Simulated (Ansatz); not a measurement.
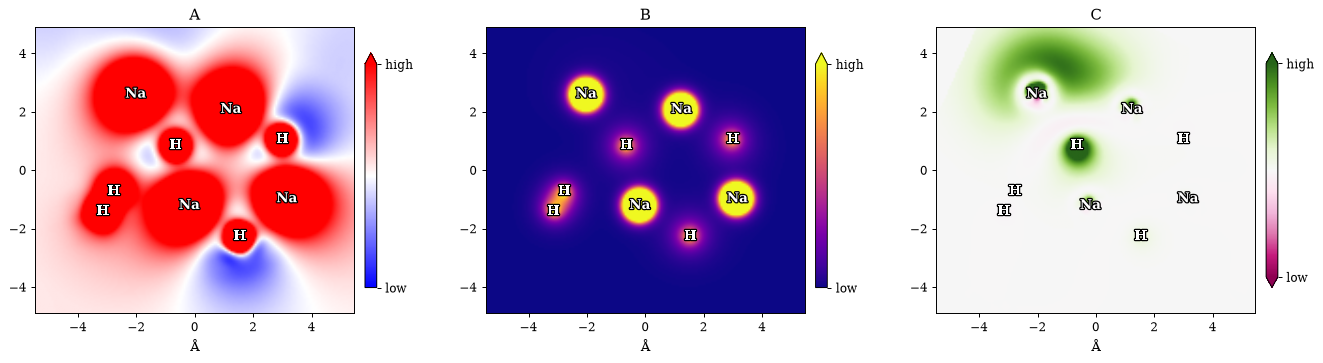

H₃Na₄···H₂ (doublet): 3 fields on the molecular plane, with unlabelled colour scales.

Geometry: PBE-D4/def2-SVP, loosely relaxed.

These are results of UKS PBE0-D4/def2-TZVP in Ansatz 0.2.0, not measurements.

> Which field does each panel show? The fields are: electron density, electrostatic potential and spin density.

Panel A: electrostatic potential (strongly positive close to the atoms, with negative regions outside electron-rich atoms). Panel B: electron density. Panel C: spin density (confined to the atoms that carry the unpaired spin). From the grid: Na2···H5 (2.62 Å): the density falls to about 0.03 e/Å³ on the way. Na–Na (3.30 Å): the density is about 0.04 e/Å³ at the midpoint.
